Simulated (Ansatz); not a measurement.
# CHFGa+ (triplet): one geometry, many settings

Aim: run CHFGa+ (triplet) at one geometry under a spread of methods and options, and see what each costs and gives.

Computed with Ansatz 0.2.0, Gaussian basis. Level: the settings change from run to run.

21 further runs of the same task are left out: 2 for a known fault of the program, 6 that didn't finish, 13 set aside as unsound or not needed.

### Step 1. The system

The geometry is a PBE0/def2-TZVP stationary point (not a proven minimum) of the parent state, kept for this charge and spin. No spin-orbit coupling is included. The filled d shell of Ga may be among the frozen orbitals whatever the setting's name suggests; the logs give the count.

4 atoms, charge 1, spin multiplicity 3.

Atoms are counted from 1 here; the program's logs count them from 0.

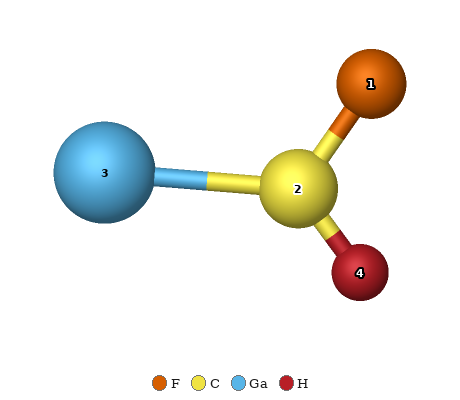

The geometry (fluorine orange, carbon yellow, gallium blue, hydrogen red); atoms are numbered from 1 in the order of the file.

As a file:

```xyz
4
charge 1, multiplicity 3
F     0.00000   -0.35912    2.13941
C     0.00000    0.56432    1.15557
Ga    0.00000   -0.02198   -0.80526
H     0.00000    1.56479    1.60787
```

### Step 2. BCCD/cc-pVDZ

in.yaml reads:

```yaml
crystal:
  periodic: [false, false, false]
  atoms:
    - {symbol: F, position_ang: [0.000000, -0.359122, 2.139411]}
    - {symbol: C, position_ang: [0.000000, 0.564320, 1.155573]}
    - {symbol: Ga, position_ang: [0.000000, -0.021978, -0.805262]}
    - {symbol: H, position_ang: [0.000000, 1.564793, 1.607875]}
basis:
  gaussian: {orbitals: cc-pVDZ}
total_charge: 1
magnetization: {spin_polarized: false, initial_magnetization: 2}
hamiltonian: {xc: {name: PBE0}}
correlation: {method: bccd, electrons: outside_noble_gas}
```

Started as:

```console
$ ansatz run in.yaml --threads 1 --pin off --events-out ev --progress --plain --max-ram 2393MiB
```

Standard output, shortened:

```text
Functional definition: PBE0
  name "PBE0"
  cite "Adamo & Barone, J. Chem. Phys. 110, 6158 (1999) doi:10.1063/1.478522"
  cite "Perdew, Burke & Ernzerhof, Phys. Rev. Lett. 77, 3865 (1996) doi:10.1103/PhysRevLett.77.3865"
  parent pbe
[...]
627 factors; integrals over basis functions are off by at most 1.3e-3 eV
[...]
mean field -56125.71830931 eV, -2062.5821044888 hartree, gradient 9.9e-6 eV, S^2 2.000000; 1 other end points of the search recorded, 0 dependent functions left out
[...]
16 core orbitals not correlated, not the lowest: weight in the atoms' cores, before any rotation towards them, 0.997 or more for the frozen orbitals, at most 0.002 for the correlated occupied ones
reference -56075.17959277 eV, -2060.7248409126 hartree; 8, 6 occupied and 36, 38 virtual orbitals, 627 factors
second order -9.51966015 eV of doubles, -0.51125377 eV of singles
cycle   1  -9.66181509 eV  change    3.6e-1 eV  update   1.2e-1
[...]
cycle  13  -10.11799685 eV  change    4.3e-6 eV  update   9.1e-6
Total energy: -56085.29758963 eV, -2061.0966704387 hartree
```

It took 7.5 s on 1 thread of Arm Neoverse V1, shared host.

From the report: correlation -10.1180 eV; largest double amplitude 0.07.

### Step 3. BCCD(T) on UHF/cc-pVDZ

in.yaml: that of step 2 with these lines changed.

```diff
@@ -10,4 +10,4 @@
 total_charge: 1
-magnetization: {spin_polarized: false, initial_magnetization: 2}
-hamiltonian: {xc: {name: PBE0}}
-correlation: {method: bccd, electrons: outside_noble_gas}
+magnetization: {spin_polarized: true, initial_magnetization: 2}
+correlation: {method: bccd_t, electrons: outside_noble_gas, diis_vectors: 4}
+output: {forces: true}
```

The command is unchanged.

Standard output, shortened:

```text
Functional definition: HF
  name "HF"
  cite "Fock, Z. Phys. 61, 126 (1930) doi:10.1007/BF01340294"
  parent pbe
[...]
627 factors; integrals over basis functions are off by at most 1.3e-3 eV
[...]
mean field -56076.17281935 eV, -2060.7613413159 hartree, gradient 3.1e-6 eV, S^2 2.052036; 2 other end points of the search recorded, 0 dependent functions left out
determinant -56076.17281935 eV, -2060.7613413159 hartree, with singles and doubles -56085.52213226 eV, -2061.1049222282 hartree
determinant -56073.76522416 eV, -2060.6728638249 hartree, with singles and doubles -56082.97759698 eV, -2061.0114122815 hartree
16 core orbitals not correlated, not the lowest: weight in the atoms' cores, before any rotation towards them, 0.996 or more for the frozen orbitals, at most 0.003 for the correlated occupied ones
reference -56076.17281935 eV, -2060.7613413159 hartree; 8, 6 occupied and 36, 38 virtual orbitals, 627 factors
second order -8.63076073 eV of doubles, -0.00000000 eV of singles
cycle   1  -9.30902980 eV  change    4.0e-2 eV  update   1.7e-2
[...]
cycle  17  -9.30668581 eV  change    4.1e-7 eV  update   1.3e-6
perturbative correction -0.30171154 eV, -0.0110876945 hartree
[...]
Total energy: -56085.78121670 eV, -2061.1144434058 hartree
Atom 0 at     0.000000    -0.359122     2.139411 Å, force     0.000000     0.365704    -1.401658 eV/Å
Atom 1 at     0.000000     0.564320     1.155573 Å, force    -0.000000    -0.992282     1.854566 eV/Å
Atom 2 at     0.000000    -0.021978    -0.805262 Å, force    -0.000000     0.018271     0.152589 eV/Å
Atom 3 at     0.000000     1.564793     1.607875 Å, force     0.000000     0.608306    -0.605497 eV/Å
Dipole moment:    -0.000000     0.230278    -0.565879 e Å
```

Run time: 16 s. Hardware: 1 thread of Arm Neoverse V1, shared host; peak memory 0.28 GiB.

From the report: ⟨S²⟩ of the determinant 2.052 (pure triplet: 2.00); correlation -9.6084 eV; largest double amplitude 0.07.

### Step 4. CCSD(T)/cc-pVDZ

in.yaml: that of step 3 with these lines changed.

```diff
@@ -10,4 +10,5 @@
 total_charge: 1
-magnetization: {spin_polarized: true, initial_magnetization: 2}
-correlation: {method: bccd_t, electrons: outside_noble_gas, diis_vectors: 4}
+magnetization: {spin_polarized: false, initial_magnetization: 2}
+hamiltonian: {xc: {name: B3LYP}}
+correlation: {method: ccsd_t, electrons: valence}
 output: {forces: true}
```

The command is unchanged.

Standard output, shortened:

```text
Functional definition: B3LYP
  name "B3LYP"
  cite "Stephens, Devlin, Chabalowski & Frisch, J. Phys. Chem. 98, 11623 (1994) doi:10.1021/j100096a001"
  cite "Becke, Phys. Rev. A 38, 3098 (1988) doi:10.1103/PhysRevA.38.3098"
  cite "Lee, Yang & Parr, Phys. Rev. B 37, 785 (1988) doi:10.1103/PhysRevB.37.785"
  cite "Vosko, Wilk & Nusair, Can. J. Phys. 58, 1200 (1980) doi:10.1139/p80-159"
[...]
627 factors; integrals over basis functions are off by at most 1.3e-3 eV
[...]
mean field -56137.84360906 eV, -2063.0277010361 hartree, gradient 7.2e-7 eV, S^2 2.000000; 1 other end points of the search recorded, 0 dependent functions left out
[...]
11 core orbitals not correlated: weight in the atoms' cores, before any rotation towards them, 1.000 or more for the frozen orbitals, at most 0.000 for the correlated occupied ones
reference -56074.99510504 eV, -2060.7180611133 hartree; 13, 11 occupied and 36, 38 virtual orbitals, 627 factors
second order -10.16035713 eV of doubles, -0.77653571 eV of singles
cycle   1  -10.34890631 eV  change    5.7e-1 eV  update   1.2e-1
[...]
cycle  15  -10.88291512 eV  change   -1.3e-6 eV  update   1.3e-6
perturbative correction -0.37078278 eV, -0.0136260159 hartree
[...]
Total energy: -56086.24880294 eV, -2061.1316268831 hartree
Atom 0 at     0.000000    -0.359122     2.139411 Å, force     0.000000     0.374452    -1.426175 eV/Å
Atom 1 at     0.000000     0.564320     1.155573 Å, force     0.000000    -1.038165     1.806669 eV/Å
Atom 2 at     0.000000    -0.021978    -0.805262 Å, force     0.000000     0.042571     0.233460 eV/Å
Atom 3 at     0.000000     1.564793     1.607875 Å, force     0.000000     0.621141    -0.613954 eV/Å
Dipole moment:    -0.000000     0.234498    -0.546773 e Å
```

Run time: 32 s. Hardware: 1 thread of Arm Neoverse V1, shared host; peak memory 0.29 GiB.

From the report: correlation -11.2537 eV; T1 0.023; largest double amplitude 0.07. The orbitals are Kohn-Sham ones, so correlation energy and T1 don't compare with those on Hartree-Fock orbitals.

### Step 5. The runs in one table

Where basis and cores are those of an earlier UCCSDT(Q)/cc-pVDZ run (-56085.8364 eV), and the state is the same kind, the miss against it is given.

```csv
level,correlated,functions,energy (eV),from UCCSDT(Q) (meV),time
BCCD/cc-pVDZ (on PBE0 orbitals),outside noble gas,60,-56085.2976,538.9,7.5 s
BCCD(T) on UHF/cc-pVDZ,outside noble gas,60,-56085.7812,55.2,16 s
CCSD(T)/cc-pVDZ (on B3LYP orbitals),valence,60,-56086.2488,,32 s
```

### Step 6. Summary of results

| quantity | value |
| --- | --- |
| runs | 3 |
| quickest | BCCD/cc-pVDZ (on PBE0 orbitals), 7.5 s |
| slowest | CCSD(T)/cc-pVDZ (on B3LYP orbitals), 32 s |

What this shows: Total energies in different bases, with other cores or another treatment of relativity can't be set against each other. CCSD(T)/cc-pVDZ (on B3LYP orbitals) took 4 times as long as BCCD/cc-pVDZ (on PBE0 orbitals); the jobs differ in more than the method. Among the correlated runs with a miss given, it spans +55 to +539 meV. Cores frozen from Kohn-Sham orbitals shift the total energy.
